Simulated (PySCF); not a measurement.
# C2HCl3, SMILES `ClC(Cl)=CCl`: electronic structure

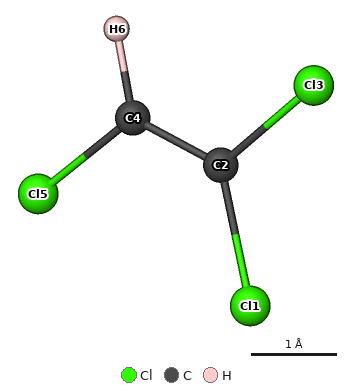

The molecule, with its atoms numbered as below. No frequency check shows the geometry to be a minimum.

Cartesian coordinates (Å):

```
Cl1     -0.3135    1.5883    0.0000
C2      -0.4260   -0.1206    0.0000
Cl3     -2.0224   -0.7527    0.0000
C4       0.6289   -0.9315    0.0000
Cl5      2.2334   -0.3464    0.0000
H6       0.5243   -2.0043    0.0000
```

### 1. Bonding charge

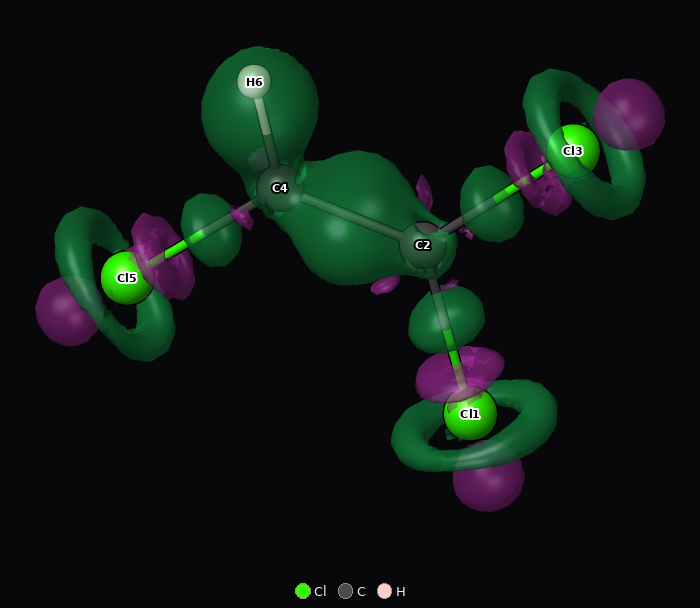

Deformation density (molecule less spherical, spin-averaged free atoms at the same positions), surfaces at ±0.12 e/Å³; green: gain, purple: loss.

Computed with PySCF, PBE0/def2-TZVP, geometry: GFN2-xTB.

How much density has each bond gained at its critical point, relative to the free atoms?

Answer. C4–H6: +0.80 e/Å³ at the bond critical point (bond length 1.08 Å, Mayer order 0.9). C2–C4: +0.78 e/Å³ at the bond critical point (bond length 1.33 Å, Mayer order 1.8). Cl1–C2: +0.27 e/Å³ at the bond critical point (bond length 1.71 Å, Mayer order 1.2). C2–Cl3: +0.27 e/Å³ at the bond critical point (bond length 1.72 Å, Mayer order 1.1). C4–Cl5: +0.25 e/Å³ at the bond critical point (bond length 1.71 Å, Mayer order 1.2). In all, 1.4 electrons gather in the regions of gain relative to the promolecule.

Where do the Hirshfeld charges lie?

Answer. The highest Hirshfeld charge is on H6 (+0.07 e), the lowest on C4 (−0.06 e).

### 2. Electrostatic potential

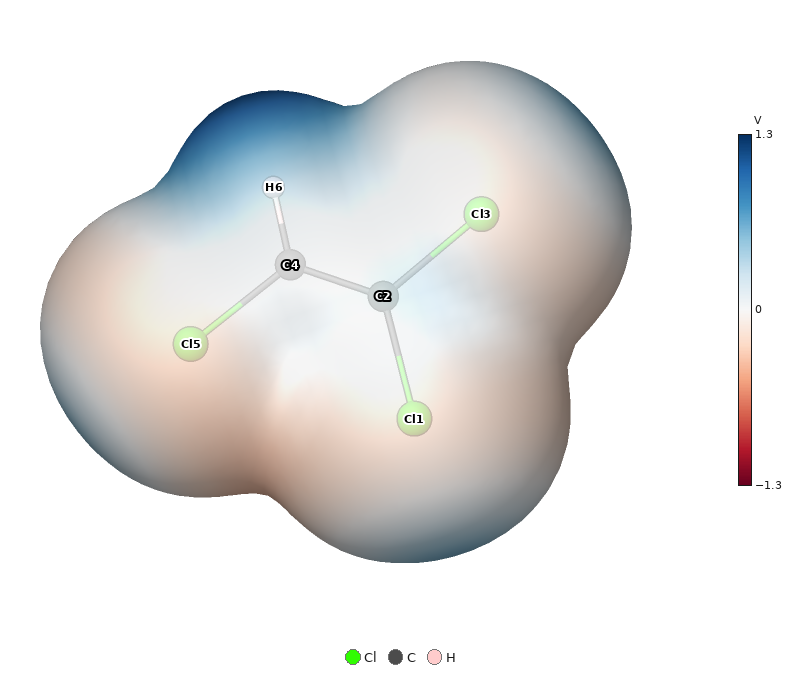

Electrostatic potential on the surface of electron density 0.001 a.u.

Where are the extremes of the potential on the surface?

Answer. Highest: 1.27 V, 1.3 Å from H6. Further maxima include 0.68 V, 1.9 Å from Cl3; 0.61 V, 1.9 Å from Cl1. Lowest: −0.39 V, near Cl5 (2.24 Å) and Cl1 (2.31 Å). Further minima include −0.26 V, 2.1 Å from Cl1. The surface is sampled at points, so like sites can differ by a few per cent and only the strongest of them is named.

Does Cl3 carry a σ-hole?

Answer. Yes: a local maximum of +0.68 V lies on the extension of the C2–Cl3 bond.

### 3. In an electric field

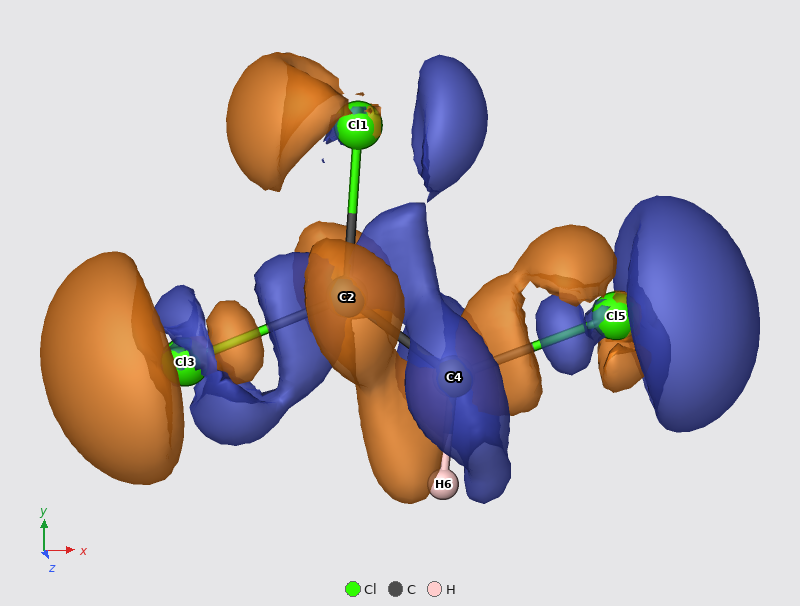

Change of the electron density in a uniform field of 0.21 V/Å, surfaces at ±0.002 e/Å³ (orange: gain, blue: loss).

PySCF calculation, PBE0/def2-TZVP, gas phase; geometry: GFN2-xTB. A basis without diffuse functions makes polarisabilities too small.

Along which Cartesian direction does the field point?

Answer. Along +x: electrons gather on the −x side, against the field.

What dipole is induced, and what polarisability does it imply?

Answer. The induced dipole is 0.84 D (along the field); α along this axis, from the fields in both directions, is 83 bohr³ (12.2 Å³).

Which atoms gain and lose the most charge?

Answer. Electrons gather most on Cl3 (Hirshfeld charge changes by −0.024 e) and leave Cl5 most (+0.025 e); 0.064 electrons are displaced in all.

### 4. Removing or adding an electron

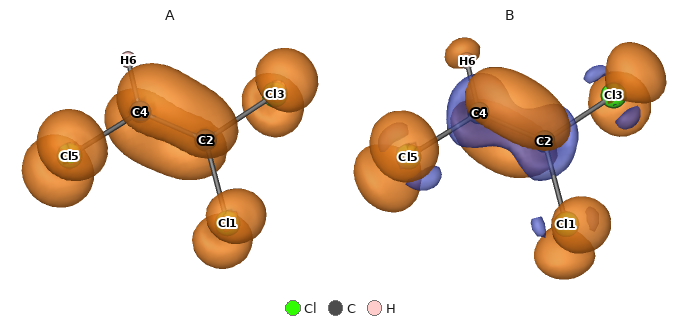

The Fukui function f⁻ from two separate SCF calculations and the density of the HOMO, at ±0.03 e/Å³ (orange positive, blue negative).

Which panel is which, and how good is the frozen-orbital picture?

Answer. B is f⁻ (it has negative regions), A the HOMO density. The HOMO lies on C4 (24 %), Cl5 (23 %) and C2 (20 %); f⁻ (Hirshfeld-condensed) is largest on Cl5 (0.26), Cl3 (0.23) and Cl1 (0.21); the vertical ionisation energy is 9.38 eV (the stability of the cation's solution wasn't checked). Relaxation shifts 19 % of the electron between atoms. The orbital energy is −7.34 eV.

The PySCF runs shown took 20 s, 48 s and 61 s on 1 thread of Arm Neoverse V2, on a shared host.
